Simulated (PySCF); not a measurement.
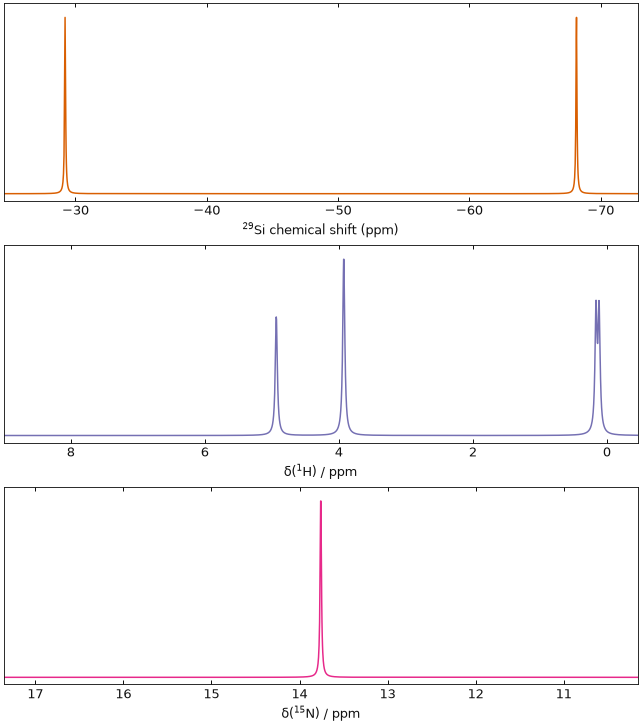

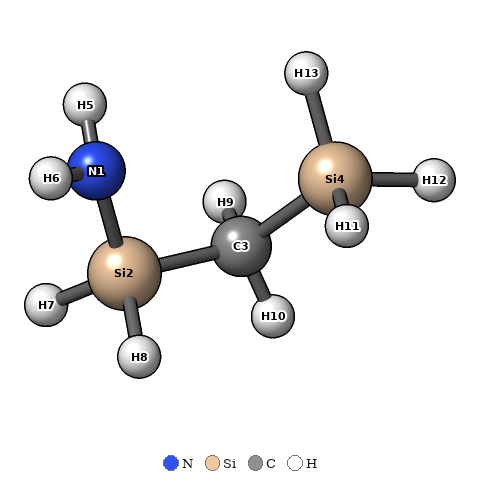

Spectrum and numbered structure of CH₉NSi₂, SMILES N[SiH2]C[SiH3]. GIAO shifts, KT3/pcSseg-2, PySCF 2.14.0, at a PBE0-D3(BJ)/def2-SVP geometry (no frequency check), against TMS for ²⁹Si, TMS for ¹H and NH₃ for ¹⁵N computed at the same level (¹⁵N: a single molecule, while the usual scales start at liquid NH₃ or nitromethane; multiply bonded nitrogen can come out tens of ppm too deshielded). Gas phase, fully decoupled, line heights follow the number of nuclei, widths are arbitrary (no quadrupolar broadening); values of one conformer, averaged over nuclei that symmetry, rotation about single bonds or inversion at nitrogen exchange, these motions taken as fast; other conformers aren't averaged in. Protons on N, O or S are those of the isolated molecule, without hydrogen bonds to neighbours or exchange.

Q: Assign the ²⁹Si signals to the numbered atoms.

A:
```tsv
δ (ppm)	nuclei	atoms
−29.2	1	Si2
−68.2	1	Si4
```

Q: Assign the ¹H signals to the numbered atoms.

A:
```tsv
δ (ppm)	nuclei	atoms
4.93	2	H7, H8
3.93	3	H11, H12, H13
0.16	2	H9, H10
0.12	2	H5, H6
```

The order of signals that lie close, as those under 0.08 ppm apart, is within the error of the method.

Q: Where does the ¹⁵N line lie?

A: At 13.8 ppm (N1).
